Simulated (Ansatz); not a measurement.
# C2H2ClGa (SMILES C#[C][GaH][Cl]): revPBE/cc-pVDZ

What is the electronic atomisation energy of C2H2ClGa at revPBE/cc-pVDZ? 

The calculation is run with Ansatz 0.2.0.

56 further runs of the same task are left out: 56 set aside as unsound or not needed. Runs told in other sessions of the task aren't counted.

**1. Starting point**

C2H2ClGa has 6 atoms, charge 0, and is taken as a singlet. As SMILES, `C#[C][GaH][Cl]`. Geometry: relaxed at PBE0-D4/def2-TZVP.

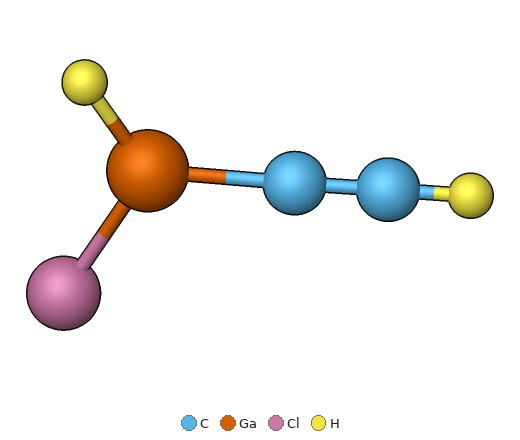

The structure, seen from a chosen angle (carbon blue, gallium orange, chlorine pink, hydrogen yellow).

**2. The energy at revPBE/cc-pVDZ**

job.yaml reads:

```yaml
crystal:
  periodic: [false, false, false]
  atoms:
    - {symbol: C, position_ang: [0.577800, 1.057900, -1.454500]}
    - {symbol: C, position_ang: [0.247000, 0.412500, -0.488700]}
    - {symbol: Ga, position_ang: [-0.252900, -0.587200, 1.048000]}
    - {symbol: Cl, position_ang: [-1.745400, -2.085600, 0.724100]}
    - {symbol: H, position_ang: [0.867100, 1.625700, -2.309900]}
    - {symbol: H, position_ang: [0.306500, -0.423300, 2.481100]}
basis:
  gaussian:
    orbitals: cc-pVDZ
accuracy: high
hamiltonian:
  xc: {name: revPBE}
output: {orbitals: {seedname: orbitals}}
```

On the command line:

```bash
ansatz run job.yaml --threads 1 --pin off --max-ram 2610MiB --events-out events.jsonl --progress --plain --runs-dir runs
```

Log:

```text
Warning: RAYON_NUM_THREADS=1 ignored (pool sized by the plan → 1); use --threads N
Functional definition: revPBE
  name "revPBE"
  parameter kappa = 1.245
  parameter beta = 0.06672455060314922
  exchange = pbe_x(kappa = kappa, mu = beta*pi^2/3)
  correlation = pbe_c(beta = beta)
1779 factors; integrals over basis functions are off by at most 4.4e-9 eV
mean field evaluation 1: about -66992.9624 eV, gradient 4.6e1 eV
mean field evaluation 2: about -66963.6724 eV, gradient 1.0e2 eV
mean field evaluation 4: about -66997.9828 eV, gradient 2.3e1 eV
mean field evaluation 8: about -66999.2560 eV, gradient 3.4e-1 eV
mean field evaluation 16: about -66999.2541 eV, gradient 3.7e-5 eV
mean field -66999.25410703 eV, -2462.1771747080 hartree, gradient 7.1e-8 eV, S^2 0.000000; 0 other end points of the search recorded, 0 dependent functions left out
reference -66999.25411145 eV, -2462.1771748703 hartree; 31, 31 occupied and 52, 52 virtual orbitals, 1779 factors
Total energy: -66999.25411145 eV, -2462.1771748703 hartree
```

Run time: 2.3 s. Hardware: 1 thread of AMD EPYC 9R45 (Zen 5), shared host; peak memory 0.21 GiB.

**3. The C atom**

job.yaml reads:

```yaml
crystal:
  periodic: [false, false, false]
  atoms:
    - {symbol: C, position_ang: [0.000000, 0.000000, 0.000000]}
basis:
  gaussian:
    orbitals: cc-pVDZ
magnetization:
  spin_polarized: true
  initial_magnetization: 2
accuracy: high
hamiltonian:
  xc: {name: revPBE}
```

Run the same way, it converges to -37.83850 Eh (log not shown).

**4. The Cl atom at the same level**

input.yaml reads:

```yaml
basis:
  gaussian:
    orbitals: cc-pVDZ
crystal:
  periodic: [false, false, false]
  atoms:
    - {symbol: Cl, position_ang: [0.000000, 0.000000, 0.000000]}
total_charge: 0
magnetization:
  spin_polarized: true
  initial_magnetization: 1
hamiltonian:
  xc: {name: revPBE}
accuracy: high
```

Run the same way, it converges to -460.05728 Eh (log not shown).

**5. The Ga atom at the same level**

input.yaml reads:

```yaml
crystal:
  periodic: [false, false, false]
  atoms:
    - {symbol: Ga, position_ang: [0.000000, 0.000000, 0.000000]}
basis:
  gaussian:
    orbitals: cc-pVDZ
magnetization:
  spin_polarized: true
  initial_magnetization: 1
hamiltonian:
  xc: {name: revPBE}
accuracy: high
```

Run the same way, it converges to -1924.63988 Eh (log not shown).

**6. The H atom, same level**

run.yaml reads:

```yaml
crystal:
  periodic: [false, false, false]
  atoms:
    - {symbol: H, position_ang: [0.000000, 0.000000, 0.000000]}
basis:
  gaussian:
    orbitals: cc-pVDZ
magnetization:
  spin_polarized: true
  initial_magnetization: 1
hamiltonian:
  xc: {name: revPBE}
accuracy: high
```

Run the same way, it converges to -0.50319 Eh (log not shown).

**7. Results**

Level: revPBE/cc-pVDZ.

| quantity | value |
| --- | --- |
| molecule: total energy | -2462.17717 Eh |
| molecule: HOMO energy | -7.07 eV |
| molecule: LUMO energy | -2.59 eV |
| molecule: HOMO–LUMO gap | 4.47 eV |
| C atom: total energy | -37.83850 Eh |
| C atom: ⟨S²⟩ | 2.002 |
| Cl atom: total energy | -460.05728 Eh |
| Cl atom: ⟨S²⟩ | 0.752 |
| Ga atom: total energy | -1924.63988 Eh |
| Ga atom: ⟨S²⟩ | 0.753 |
| H atom: total energy | -0.50319 Eh |
| H atom: ⟨S²⟩ | 0.750 |
| electronic atomisation energy | 21.677 eV |

What this shows: Taking the molecule apart into free atoms costs 21.68 eV (2092 kJ/mol), before zero-point energy and without spin-orbit coupling.
